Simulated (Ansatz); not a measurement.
Consider BP in the zinc blende structure (space group F-43m, No. 216; a = 4.536 Å).

Structures relaxed with Ansatz (a program for electronic structure), r2SCAN, PAW, cutoff 500 eV, spin-orbit coupling left out, earlier PAW set.

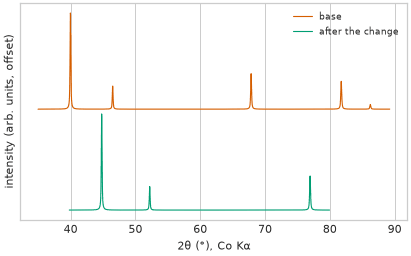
Figure. Simulated powder patterns before (top) and after one change

Name the change that was made.
A. pressure −2 GPa
B. pressure 100 GPa
C. pressure 30 GPa
D. pressure 15 GPa

B, pressure 100 GPa. Its volume per atom is 8.42 Å³ against 11.67 Å³, and its space group is F-43m (No. 216).

Load acts through the strain it causes; cell and atoms are relaxed under it. Whether these cells are dynamically stable was not tested. Competing high-pressure phases were not computed.
